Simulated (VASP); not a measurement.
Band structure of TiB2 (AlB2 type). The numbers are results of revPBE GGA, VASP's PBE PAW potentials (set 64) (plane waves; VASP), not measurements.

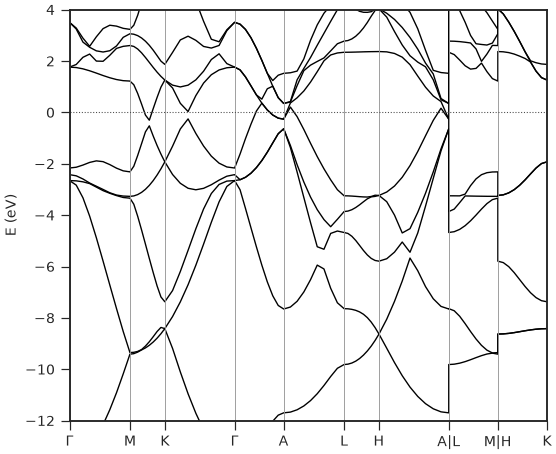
Fig. 1. Bands along high-symmetry lines, zero at the valence-band maximum or, without a gap, the Fermi level

Problem. Read the plot: is there a gap, and where are the band edges?

Solution. It has no gap at this level: it comes out as a metal or semimetal. (Edges off the drawn lines would not show.)

The compound is TiB2 in the AlB2 type structure. It was relaxed first.
